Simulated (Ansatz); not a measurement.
## Run report: TaH$_{4}$ClO$_{3}$F$_{2}$, geometry relaxation (part 1 of 2)

System: TaH$_{4}$ClO$_{3}$F$_{2}$.
Method: RKS PBE0-D4/def2-SVP (Ansatz 0.2.0).

The input holds or restrains some coordinates. Forces given for the steps count only the free coordinates. It belongs to a series of runs on one base structure; here: pulled along the bonds that form and break, towards end A.

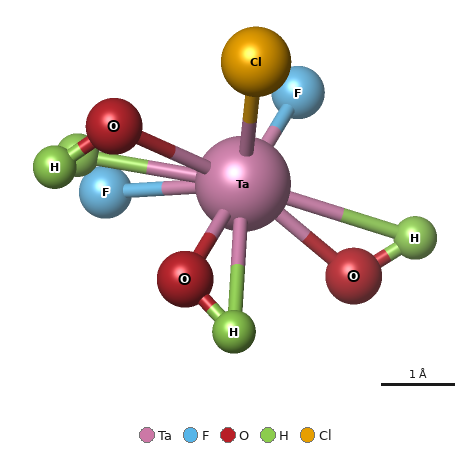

**Figure 1.** The input geometry (ball-and-stick view, seen at a tilt). Sticks mark near contacts.

### Summary

- outcome: converged under the restraints of the input
- total energy: −25693.9289 eV
- mean-field energy: −25693.7300 eV
- largest force (length of the vector) at the end, held atoms and coordinates included: 0.946 eV/Å
- hardware: 4 threads of Arm Neoverse V2, 24 GiB of memory available, shared host
- wall time: 35 s (CPU time 2.2 min)
- peak memory: 0.43 GiB

### Input
```yaml
crystal:
  periodic: [false, false, false]
  atoms:
    - { symbol: Ta, position_ang: [0.0, 0.0, 0.0] }
    - { symbol: F, position_ang: [2.28, 0.0, 0.0] }
    - { symbol: F, position_ang: [0.0, 0.0, 1.93] }
    - { symbol: O, position_ang: [0.0, 0.0, -2.02] }
    - { symbol: H, position_ang: [-0.6343, -0.71, -2.3571] }
    - { symbol: Cl, position_ang: [-1.235, 2.139, 0.0] }
    - { symbol: O, position_ang: [-1.01, -1.7493, 0.0] }
    - { symbol: H, position_ang: [-1.6563, -1.7655, 0.776] }
    - { symbol: O, position_ang: [0.7315, 1.9594, -1.004] }
    - { symbol: H, position_ang: [1.5389, 1.763, -1.5782] }
    - { symbol: H, position_ang: [1.9139, 1.1594, -0.594] }
basis:
  gaussian: { orbitals: def2-SVP }
hamiltonian:
  xc: pbe0
  dispersion: d4
relax:
  f_tol: 0.15
  max_steps: 25
  restrain:
    - { distance: [0, 8], at: 3.22, k: 30.0 }
    - { distance: [10, 1], at: 2.12, k: 30.0 }
    - { distance: [0, 1], at: 1.93, k: 30.0 }
    - { distance: [10, 8], at: 1.01, k: 30.0 }
output:
  orbitals: {}
```

Command:
```bash
ansatz run input.yaml --threads 4 --pin off --max-ram 5120MiB --backend cpu --events-out ev --progress --plain --runs-dir out
```

### The program's output
```
The last accepted step is kept in [file] (removed where the run ends without a failure and the disk answers)
Engine: ansatz 0.2.0, aarch64-unknown-linux-gnu
Functional definition: PBE0
  parameter a = 0.25
  parameter kappa = 0.804
  parameter beta = 0.06672455060314922
  exchange = (1 - a)*pbe_x(kappa = kappa, mu = beta*pi^2/3) + a*exact_x
  correlation = pbe_c(beta = beta)
1436 factors; integrals over basis functions are off by at most 3.3e-4 eV
mean field evaluation 1: about -25670.0391 eV, gradient 9.6e1 eV
mean field evaluation 2: about -25371.9000 eV, gradient 3.4e2 eV
mean field evaluation 4: about -25686.6385 eV, gradient 2.8e1 eV
mean field evaluation 8: about -25688.0600 eV, gradient 5.6e-1 eV
mean field evaluation 16: about -25688.1507 eV, gradient 7.9e-4 eV
mean field -25688.15070293 eV, -944.0221262789 hartree, gradient 8.4e-5 eV, S^2 0.000000; 0 other end points of the search recorded, 0 dependent functions left out
the calculation of the forces begins
reference -25688.15075424 eV, -944.0221281645 hartree; 38, 38 occupied and 102, 102 virtual orbitals, 1436 factors
relax step   1: F+E_penalty+E_count = -25688.36072964 eV  Δ(F+E_penalty+E_count) = +0.000e0 eV  max|allowed force component| = 6.662e0 eV/Å  E_restraint = 26.19704676 eV  max|allowed force component, restraints' pulls added| = 2.725e1 eV/Å  Δτ_max = 0.0000 Å  (33 SCF iters, accepted)
  distance Ta 0 - O 8 = 2.3200 Å
  distance H 10 - F 1 = 1.3532 Å
  distance Ta 0 - F 1 = 2.2800 Å
  distance H 10 - O 8 = 1.4853 Å
these checks for a lower state are left out or cut short: starts, cluster_reference, orbital_swaps, neighbouring_geometries, increment
1436 factors; integrals over basis functions are off by at most 4.7e-4 eV
mean field -25688.94623188 eV, -944.0513614286 hartree, gradient 1.8e-5 eV, S^2 0.000000; 0 other end points of the search recorded, 0 dependent functions left out
[... from here on the field's lines of each further geometry are left out, up to the last ...]
relax step   2: F+E_penalty+E_count = -25689.15420635 eV  Δ(F+E_penalty+E_count) = -7.935e-1 eV  max|allowed force component| = 5.102e0 eV/Å  E_restraint = 11.52610702 eV  max|allowed force component, restraints' pulls added| = 1.978e1 eV/Å  Δτ_max = 0.1939 Å  (39 SCF iters, accepted)
relax step   3: F+E_penalty+E_count = -25690.46304899 eV  Δ(F+E_penalty+E_count) = -1.309e0 eV  max|allowed force component| = 5.305e0 eV/Å  E_restraint = 3.39651782 eV  max|allowed force component, restraints' pulls added| = 9.051e0 eV/Å  Δτ_max = 0.1947 Å  (40 SCF iters, accepted)
relax step   4: F+E_penalty+E_count = -25691.85706240 eV  Δ(F+E_penalty+E_count) = -1.394e0 eV  max|allowed force component| = 4.939e0 eV/Å  E_restraint = 0.69527929 eV  max|allowed force component, restraints' pulls added| = 4.428e0 eV/Å  Δτ_max = 0.1947 Å  (39 SCF iters, accepted)
relax step   5: F+E_penalty+E_count = -25693.03089499 eV  Δ(F+E_penalty+E_count) = -1.174e0 eV  max|allowed force component| = 3.046e0 eV/Å  E_restraint = 0.06524813 eV  max|allowed force component, restraints' pulls added| = 2.214e0 eV/Å  Δτ_max = 0.1994 Å  (36 SCF iters, accepted)
relax step   6: F+E_penalty+E_count = -25693.54040586 eV  Δ(F+E_penalty+E_count) = -5.095e-1 eV  max|allowed force component| = 2.229e0 eV/Å  E_restraint = 0.03672910 eV  max|allowed force component, restraints' pulls added| = 1.889e0 eV/Å  Δτ_max = 0.1949 Å  (37 SCF iters, accepted)
relax step   7: F+E_penalty+E_count = -25693.74303720 eV  Δ(F+E_penalty+E_count) = -2.026e-1 eV  max|allowed force component| = 1.810e0 eV/Å  E_restraint = 0.01992527 eV  max|allowed force component, restraints' pulls added| = 1.552e0 eV/Å  Δτ_max = 0.1947 Å  (32 SCF iters, accepted)
relax step   8: F+E_penalty+E_count = -25693.78693915 eV  Δ(F+E_penalty+E_count) = -4.390e-2 eV  max|allowed force component| = 1.908e0 eV/Å  E_restraint = 0.02803129 eV  max|allowed force component, restraints' pulls added| = 1.565e0 eV/Å  Δτ_max = 0.1929 Å  (33 SCF iters, accepted)
relax step   9: F+E_penalty+E_count = -25693.89978935 eV  Δ(F+E_penalty+E_count) = -1.129e-1 eV  max|allowed force component| = 1.029e0 eV/Å  E_restraint = 0.01820762 eV  max|allowed force component, restraints' pulls added| = 8.853e-1 eV/Å  Δτ_max = 0.1997 Å  (39 SCF iters, accepted)
relax step  10: F+E_penalty+E_count = -25693.89613530 eV  Δ(F+E_penalty+E_count) = +3.654e-3 eV  max|allowed force component| = 8.939e-1 eV/Å  E_restraint = 0.01601543 eV  max|allowed force component, restraints' pulls added| = 6.618e-1 eV/Å  Δτ_max = 0.1999 Å  (37 SCF iters, rejected (line search))
the calculation of the forces begins
reference -25693.72996421 eV, -944.2271603489 hartree; 38, 38 occupied and 102, 102 virtual orbitals, 1437 factors
relax step  11: F+E_penalty+E_count = -25693.92881551 eV  Δ(F+E_penalty+E_count) = -2.903e-2 eV  max|allowed force component| = 8.364e-1 eV/Å  E_restraint = 0.01683882 eV  max|allowed force component, restraints' pulls added| = 1.095e-1 eV/Å  Δτ_max = 0.0998 Å  (31 SCF iters, accepted)
```

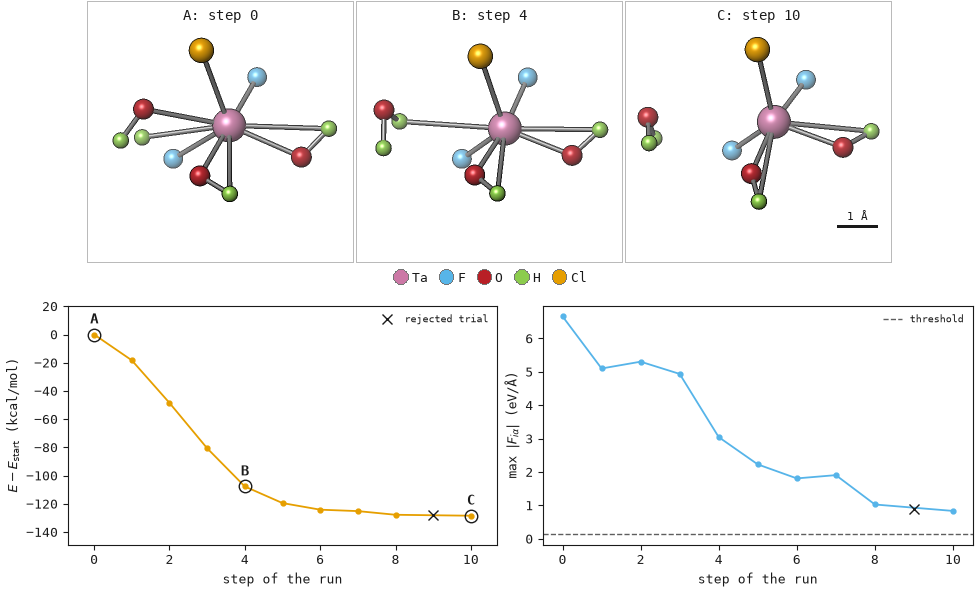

**Figure 2.** Frames of the restrained relaxation (ball-and-stick view, seen at a tilt) above the curves, on which the letters mark them (the first geometry is step 0 here and step 1 in the log).

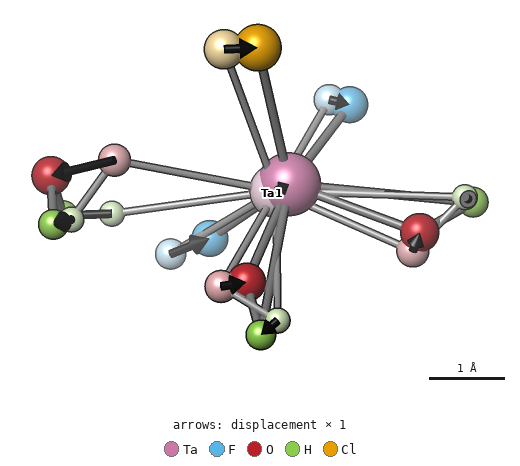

**Figure 3.** Start (faint) and end (solid) with the displacements as black arrows, at true length (ball-and-stick view, seen at a tilt). The two geometries are laid on each other by the best rigid fit. O9 moves most after the best rigid fit: 1.02 Å. Largest moves by element: O 1.02 Å, H 0.66 Å, F 0.61 Å, Cl 0.46 Å, Ta 0.21 Å. Distances before and after: Ta1–O9 2.320 → 3.209 Å, Ta1–H11 2.315 → 3.151 Å, O9–H11 1.485 → 0.983 Å, Ta1–F2 2.280 → 1.913 Å. New bonds form: O9–H11 (1.49 → 0.98 Å). Bonds break: Ta1–H11 (2.32 → 3.15 Å), Ta1–O9 (2.32 → 3.21 Å). Among the angles that change: Ta1–O4–H5 109.5° → 150.6°, Ta1–H5–O4 48.5° → 19.5°, Ta1–O7–H8 109.5° → 117.8°. Over 10 geometry steps the energy falls by 128.4 kcal/mol. The largest force component goes from 6.7 to 0.84 eV/Å. The line search rejected the trial step at point 9 (counted from 0) and went back. (Atoms are counted from 1 in the order of the input.)

```
  distance Ta 0 - O 8 = 3.2088 Å
  distance H 10 - F 1 = 2.1223 Å
  distance Ta 0 - F 1 = 1.9131 Å
  distance H 10 - O 8 = 0.9834 Å
1437 factors; integrals over basis functions are off by at most 1.0e-3 eV
mean field -25693.72991367 eV, -944.2271584917 hartree, gradient 2.0e-5 eV, S^2 0.000000; 1 other end points of the search recorded, 0 dependent functions left out
the calculation of the forces begins
reference -25693.72996421 eV, -944.2271603489 hartree; 38, 38 occupied and 102, 102 virtual orbitals, 1437 factors
Total energy: -25693.92886605 eV, -944.2344698567 hartree
Atom 0 at    -0.182173    -0.049634     0.073819 Å, force     0.749494     0.291099    -0.059477 eV/Å
Atom 1 at     1.726584    -0.120928     0.181069 Å, force    -0.557400    -0.087708    -0.032684 eV/Å
Atom 2 at    -0.166999    -0.232712     1.965571 Å, force    -0.033837    -0.014957     0.002619 eV/Å
Atom 3 at    -0.160310    -0.230408    -1.801479 Å, force    -0.042102    -0.033399    -0.109519 eV/Å
Atom 4 at    -0.426680    -0.690843    -2.601273 Å, force     0.054855     0.032348     0.059771 eV/Å
Atom 5 at    -1.564066     1.790269     0.180840 Å, force    -0.011239    -0.014740     0.008929 eV/Å
Atom 6 at    -1.193192    -1.650874     0.108291 Å, force    -0.009910    -0.003911     0.017931 eV/Å
Atom 7 at    -1.443089    -2.006973     0.971486 Å, force     0.028572     0.014173     0.021614 eV/Å
Atom 8 at     1.639851     2.315195    -1.102804 Å, force     0.338435    -0.836358     0.285501 eV/Å
Atom 9 at     1.387567     2.024196    -1.988673 Å, force     0.034954     0.045834     0.037278 eV/Å
Atom 10 at     2.311207     1.648712    -0.834147 Å, force    -0.551822     0.607618    -0.231962 eV/Å
Dipole moment:    -0.087679    -0.532641    -0.609394 e Å
```

### Trajectory as extended XYZ (Å, eV, eV/Å), 11 frames, from step=1 to step=11
```
11
Properties=species:S:1:pos:R:3:forces:R:3 step=1 energy=-25688.36073
Ta    0.0000    0.0000    0.0000    0.0465   2.7266  -2.2646
F     2.2800    0.0000    0.0000   -3.0233   1.3834  -0.7809
F     0.0000    0.0000    1.9300    0.1489  -0.1435  -1.1334
O     0.0000    0.0000   -2.0200   -1.9537  -3.1350   1.5401
H    -0.6343   -0.7100   -2.3571    1.3295   1.0459   0.2487
Cl   -1.2350    2.1390    0.0000   -2.3290  -2.3002   1.7884
O    -1.0100   -1.7493    0.0000   -0.0011   2.7489   1.1193
H    -1.6563   -1.7655    0.7760    1.1912  -0.2530  -1.3015
O     0.7315    1.9594   -1.0040    6.6618  -2.7845   1.0793
H     1.5389    1.7630   -1.5782   -1.0732   0.8560  -1.3857
H     1.9139    1.1594   -0.5940   -0.9976  -0.1446   1.0903
11
Properties=species:S:1:pos:R:3:forces:R:3 step=2 energy=-25689.15421
Ta    0.0213   -0.1194    0.0471    1.3730   4.0698  -3.5434
F     2.1924   -0.0961    0.0484   -3.3811   0.1371  -0.2109
F     0.0021   -0.0048    1.9313    0.0158  -0.2436  -0.1502
O    -0.0122   -0.0275   -1.9898   -0.9774  -2.1114   2.2089
H    -0.6278   -0.7082   -2.3588    0.7139   0.6643   0.0515
Cl   -1.2463    2.1035    0.0169   -1.0813  -2.7073   1.3172
O    -1.0134   -1.7365    0.0054   -0.1437   1.3264   1.0589
H    -1.6488   -1.7683    0.7689    0.6167  -0.3545  -0.8159
O     0.8810    2.0787   -1.0360    5.1015  -3.5905   2.6723
H     1.5670    1.7677   -1.6245    0.1544   0.9073  -4.0062
H     1.8135    1.3068   -0.6562   -2.3918   1.9025   1.4179
```
